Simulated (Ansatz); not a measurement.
```yaml
crystal:
  periodic: [false, false, false]
  atoms:
    - {symbol: B, position_ang: [-0.977117, 1.621892, -0.665612]}
    - {symbol: Al, position_ang: [0.714775, 0.380389, -0.366374]}
    - {symbol: C, position_ang: [0.543318, -1.141523, 0.500800]}
    - {symbol: C, position_ang: [0.374690, -2.179634, 1.103533]}
    - {symbol: H, position_ang: [-1.688739, 1.533836, -1.628565]}
    - {symbol: H, position_ang: [-1.301718, 2.479997, 0.108810]}
    - {symbol: H, position_ang: [2.152912, 0.794687, -0.912509]}
    - {symbol: H, position_ang: [0.231791, -3.094770, 1.633639]}
basis:
  gaussian: {orbitals: def2-TZVPP}
hamiltonian: {xc: r2scan, dispersion: d4}
output: {forces: true}
```

Geometry: relaxed with PBE0-D4/def2-TZVP with one coordinate held away from its value at the minimum.

Work out the structure from the coordinates.

Formula C2H4AlB. Its SMILES string is `[BH2][AlH][C]#C`. Among its groups: alkyne, B–H bond. Coordination: 1 B trigonal planar; 1 Al trigonal planar; 2 C linear.

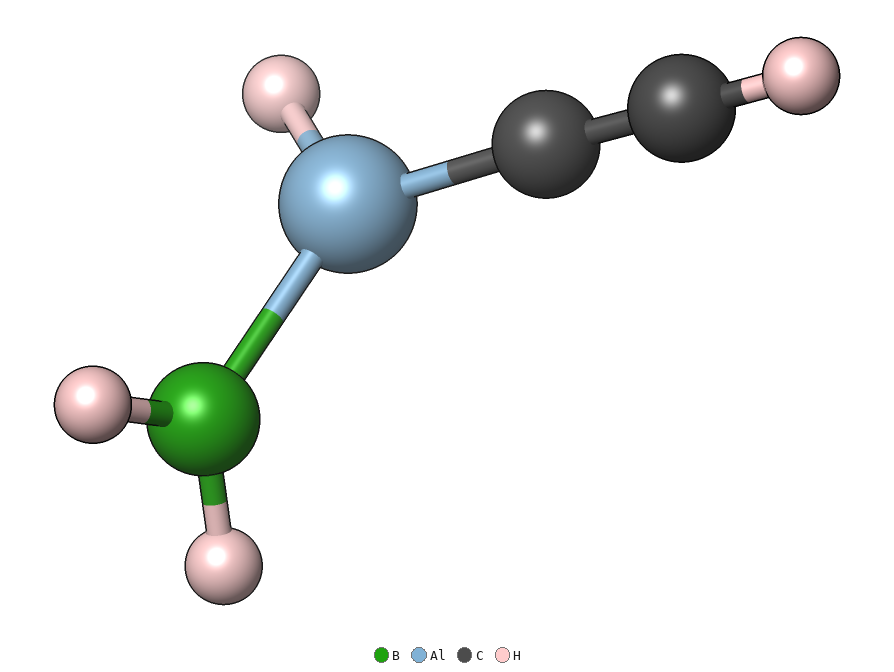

Simulated data, not a measurement (program: Ansatz).
